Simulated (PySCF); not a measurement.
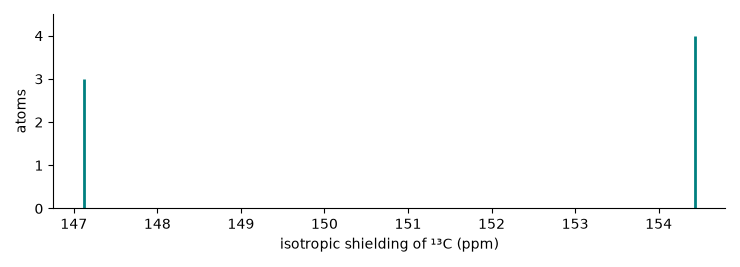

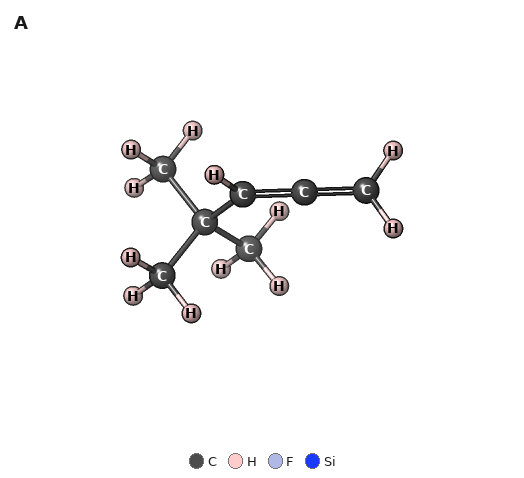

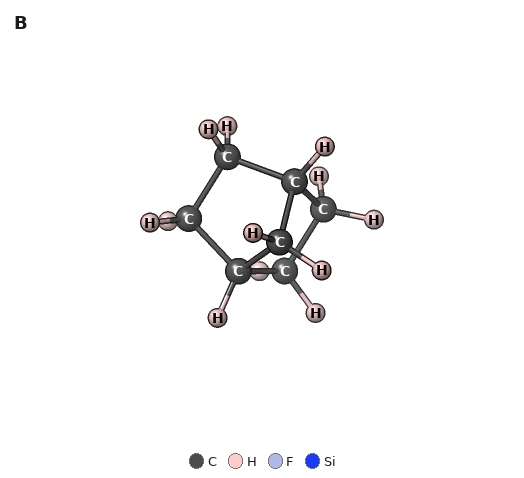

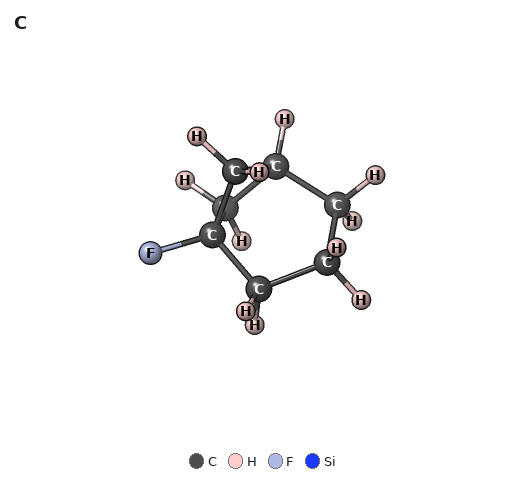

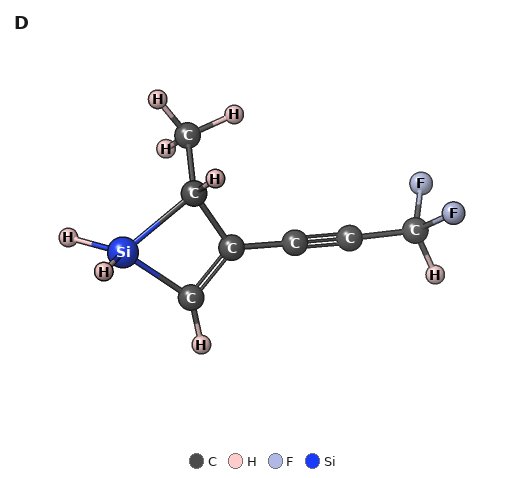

The sticks are computed shieldings of one of the molecules, for one fixed geometry (GFN2-xTB) without averaging over rotations. Low shielding means a high chemical shift. Method: GIAO PBE0/pcSseg-1 NMR shielding, non-relativistic, gas phase (PySCF 2.14.0).

Match the spectrum to a structure.

B, `C1C[C@H]2CC[C@@H]1C2`. Its 7 C atoms give lines at 147.1 (3 atoms), 154.4 (4 atoms) ppm.

The geometry is semi-empirical. Around Si such bond lengths and angles can be off by a tenth of an ångström or more and by several degrees, and values that hang on the shape move with them.
